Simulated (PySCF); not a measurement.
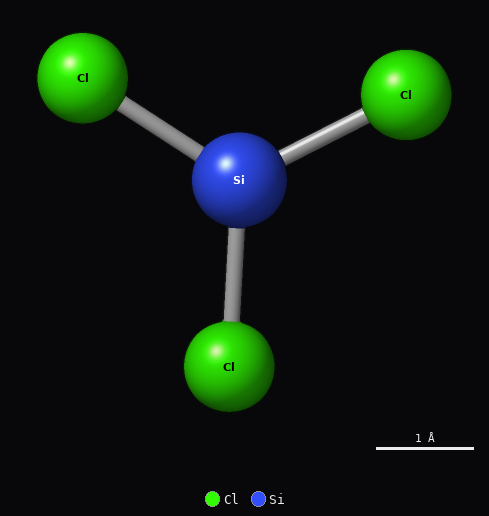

**Figure 1.** The structure (ball-and-stick view, seen on its broad side).

**Run report: SiCl₃ (charge +1), property calculation**

- system: SiCl₃, charge +1
- method: HF/ADZP, RHF (PySCF 2.14.0)

The geometry comes from this level: PBE0-D4/def2-TZVP.

What the program printed
```
WARN: Even tempered Gaussians are generated as DF auxbasis for  Cl Si

converged SCF energy = -1667.29217828353
E = -1667.2921782835 Eh
**** MO energy ****
MO #1   energy= -105.089559515896  occ= 2
MO #2   energy= -105.089558997775  occ= 2
MO #3   energy= -105.089555617583  occ= 2
MO #4   energy= -69.1862021043676  occ= 2
MO #5   energy= -10.8205918420551  occ= 2
MO #6   energy= -10.8205898330093  occ= 2
MO #7   energy= -10.8205811876471  occ= 2
MO #8   energy= -8.28850371113906  occ= 2
MO #9   energy= -8.28850208343328  occ= 2
MO #10  energy= -8.28849771846036  occ= 2
MO #11  energy= -8.28565333903278  occ= 2
MO #12  energy= -8.28565272958779  occ= 2
MO #13  energy= -8.28564956936974  occ= 2
MO #14  energy= -8.28535612117653  occ= 2
MO #15  energy= -8.2853555273715   occ= 2
MO #16  energy= -8.28535235152752  occ= 2
MO #17  energy= -6.52540597307734  occ= 2
MO #18  energy= -4.63239351910762  occ= 2
MO #19  energy= -4.63221236566407  occ= 2
MO #20  energy= -4.63221231610522  occ= 2
MO #21  energy= -1.39743469455845  occ= 2
MO #22  energy= -1.35107294770146  occ= 2
MO #23  energy= -1.35106962141423  occ= 2
MO #24  energy= -0.930924388667847 occ= 2
MO #25  energy= -0.81744088685051  occ= 2
MO #26  energy= -0.817437736988821 occ= 2
MO #27  energy= -0.764475184219445 occ= 2
MO #28  energy= -0.727902492675383 occ= 2
MO #29  energy= -0.727900860498633 occ= 2
MO #30  energy= -0.712518364938765 occ= 2
MO #31  energy= -0.71251527768415  occ= 2
MO #32  energy= -0.690227789512459 occ= 2
MO #33  energy= -0.179387795543925 occ= 0
MO #34  energy= -0.150477236002829 occ= 0
MO #35  energy= -0.0648033795366195 occ= 0
MO #36  energy= -0.0631251719013715 occ= 0
MO #37  energy= -0.0631245433746232 occ= 0
MO #38  energy= -0.0513519990506478 occ= 0
MO #39  energy= -0.0244255449269969 occ= 0
MO #40  energy= -0.0244230437455239 occ= 0
MO #41  energy= -0.0153430905116368 occ= 0
MO #42  energy= -0.00188917697081756 occ= 0
MO #43  energy= -0.0018884029482196 occ= 0
MO #44  energy= 0.0134053860203653 occ= 0
MO #45  energy= 0.0134123695425992 occ= 0
MO #46  energy= 0.0358269758448735 occ= 0
MO #47  energy= 0.046011854709804  occ= 0
MO #48  energy= 0.0460120610509238 occ= 0
MO #49  energy= 0.0481990081157356 occ= 0
MO #50  energy= 0.0547277498555568 occ= 0
MO #51  energy= 0.0547307644349238 occ= 0
MO #52  energy= 0.0820229245225036 occ= 0
MO #53  energy= 0.1012317164057    occ= 0
MO #54  energy= 0.101232444605438  occ= 0
MO #55  energy= 0.207748126452627  occ= 0
MO #56  energy= 0.207750282821394  occ= 0
MO #57  energy= 0.235591664313306  occ= 0
MO #58  energy= 0.24786551446709   occ= 0
MO #59  energy= 0.247867676851812  occ= 0
MO #60  energy= 0.263142516859858  occ= 0
MO #61  energy= 0.263148287603859  occ= 0
MO #62  energy= 0.268851907129364  occ= 0
MO #63  energy= 0.288563429309882  occ= 0
MO #64  energy= 0.338085509447799  occ= 0
MO #65  energy= 0.343035123328725  occ= 0
MO #66  energy= 0.343042151847685  occ= 0
MO #67  energy= 0.368088530419162  occ= 0
MO #68  energy= 0.373061980513566  occ= 0
MO #69  energy= 0.373065001770862  occ= 0
MO #70  energy= 0.427927112742918  occ= 0
MO #71  energy= 0.427933506234307  occ= 0
MO #72  energy= 0.428479759555996  occ= 0
MO #73  energy= 0.443405960225339  occ= 0
MO #74  energy= 0.531624595394363  occ= 0
MO #75  energy= 0.531627520023235  occ= 0
MO #76  energy= 0.538518955394488  occ= 0
MO #77  energy= 0.538522608469763  occ= 0
MO #78  energy= 0.598629996585464  occ= 0
MO #79  energy= 0.6026410978098    occ= 0
MO #80  energy= 0.618631154630787  occ= 0
MO #81  energy= 0.663318248782522  occ= 0
MO #82  energy= 0.672161471824622  occ= 0
MO #83  energy= 0.672170583364098  occ= 0
MO #84  energy= 0.692432412050187  occ= 0
MO #85  energy= 0.692438534879342  occ= 0
MO #86  energy= 0.767276923798317  occ= 0
MO #87  energy= 0.767278665911618  occ= 0
MO #88  energy= 0.845635299229677  occ= 0
MO #89  energy= 0.845643676135516  occ= 0
MO #90  energy= 1.16805907258363   occ= 0
MO #91  energy= 1.16806327000508   occ= 0
MO #92  energy= 1.17038677094201   occ= 0
MO #93  energy= 1.17602507894977   occ= 0
MO #94  energy= 1.17661637627338   occ= 0
MO #95  energy= 1.17662457650243   occ= 0
MO #96  energy= 1.18534441801436   occ= 0
MO #97  energy= 1.19269466233299   occ= 0
MO #98  energy= 1.22843219199886   occ= 0
MO #99  energy= 1.22843859954849   occ= 0
MO #100 energy= 1.25654591746777   occ= 0
MO #101 energy= 1.25654694872227   occ= 0
MO #102 energy= 1.3028807204077    occ= 0
MO #103 energy= 1.32589759261832   occ= 0
MO #104 energy= 1.32590401497117   occ= 0
MO #105 energy= 1.47022635557978   occ= 0
MO #106 energy= 1.47023066280322   occ= 0
MO #107 energy= 1.50268872326467   occ= 0
MO #108 energy= 2.62057689983473   occ= 0
MO #109 energy= 2.82115167079185   occ= 0
MO #110 energy= 2.82115366111037   occ= 0
MO #111 energy= 2.82938672499598   occ= 0
MO #112 energy= 2.83029211679096   occ= 0
MO #113 energy= 2.87070449346317   occ= 0
MO #114 energy= 2.89299880269157   occ= 0
MO #115 energy= 2.89300530476979   occ= 0
MO #116 energy= 2.96351853354278   occ= 0
MO #117 energy= 2.96352308424455   occ= 0
MO #118 energy= 3.23561219967382   occ= 0
MO #119 energy= 3.23561849847033   occ= 0
MO #120 energy= 5.66258799223525   occ= 0
MO #121 energy= 9.98802268644849   occ= 0
MO #122 energy= 9.98802588788314   occ= 0
MO #123 energy= 10.0593217629595   occ= 0
MO #124 energy= 28.1810198130755   occ= 0
MO #125 energy= 107.462046117381   occ= 0
MO #126 energy= 123.602235077714   occ= 0
MO #127 energy= 123.602237503764   occ= 0
MO #128 energy= 123.662115524953   occ= 0
MO #129 energy= 500.503325815401   occ= 0
MO #130 energy= 892.809322581016   occ= 0
MO #131 energy= 892.809324912212   occ= 0
MO #132 energy= 892.875275495647   occ= 0
 ** Mulliken atomic charges  **
charge of    0Cl =     -0.07822
charge of    1Si =      1.23464
charge of    2Cl =     -0.07821
charge of    3Cl =     -0.07821

WARN: System has nonzero charge 1; the dipole moment is origin-dependent.
Location of origin: [0. 0. 0.]

Dipole moment(X, Y, Z, Debye):  0.00004, -0.00047, -0.00050
Traceless quadrupole moment (Debye*A):

IAO charges [-0.1147  1.3439 -0.1146 -0.1146]
```

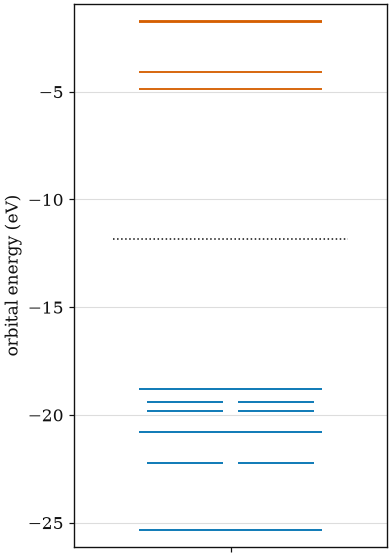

**Figure 2.** Orbital energies near the frontier; the dotted line parts filled from empty levels, and levels within 0.02 eV of each other stand side by side. Highest filled −18.78 eV, lowest empty −4.88 eV, 13.90 eV apart.

This output came from the following input.

Input file (run.py)
```python
import numpy
from pyscf import gto, scf, lo

mol = gto.Mole()
mol.atom = 'Cl -1.556000 -0.622300 0.990900; Si -0.000000 -0.000100 -0.000100; Cl 1.772000 -0.669600 0.449500; Cl -0.216000 1.292000 -1.440300'
mol.verbose = 3
mol.basis = 'adzp'
mol.charge = 1
mol.max_memory = 1860
mol.build()

mf = mol.RHF()
mf = mf.density_fit()
mf.diis_space = 12
mf.kernel()

e_tot = mf.e_tot
print('E = %.10f Eh' % e_tot)
mf.analyze()
quad = mf.quad_moment()
occ = mf.mo_coeff[:, mf.mo_occ > 0]
iaos = lo.vec_lowdin(lo.iao.iao(mol, occ), mf.get_ovlp())
c = iaos.T @ mf.get_ovlp() @ occ
pop_iao, q_iao = scf.hf.mulliken_pop(lo.iao.reference_mol(mol), (c * mf.mo_occ[mf.mo_occ > 0]) @ c.T, numpy.eye(c.shape[0]), verbose=0)
print('IAO charges', numpy.round(q_iao, 4))
```

Run as:
```bash
OMP_NUM_THREADS=1 python run.py
```

Key numbers

- outcome: converged
- total energy: −1667.292178 hartree
- basis functions: 132
- HOMO: −18.78 eV
- LUMO: −4.88 eV
- hardware: 1 thread of Intel Xeon (Sapphire Rapids), 16 GiB of memory available, shared host
- wall time: 2.2 s
- peak memory: 0.26 GiB

Remarks

Settings chosen away from the usual ones: tied set to false; diis_space set to 12. The record of the run, not the program, notes: dipole of an ion depends on the origin.
